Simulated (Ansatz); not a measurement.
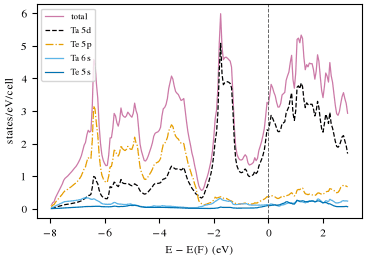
Total and projected density of states of TaTe in space group Cmcm (No. 63; Te on 4c, Ta on 4c), PBE in the plane-wave PAW code Ansatz

Task: Which orbitals carry the states next to the Fermi level?

Result: Within 0.5 eV of the Fermi level: Ta 5d 75 %, Te 5p 11 %, outside the projected shells 7 %. Projections are on Löwdin-orthogonalised atomic valence shells; empty p or d shells of many metals are not among them.

Task: Where is the tallest occupied peak in this window, and what makes it?

Result: Near -1.8 eV, about 6.0 states/eV per cell; the largest projected share is Ta 5d.

The start of the workflow was typed in or built on a structure type; neither database checked (COD, Materials Project) lists it. Whether it is the stable phase at ambient conditions was not checked. The PBE relaxation kept the symmetry of its start; its stability against distortions is not shown here. No spin polarisation was allowed. Spin–orbit coupling is left out wherever it is not named.

Potentials: the later of the program's two PAW sets.
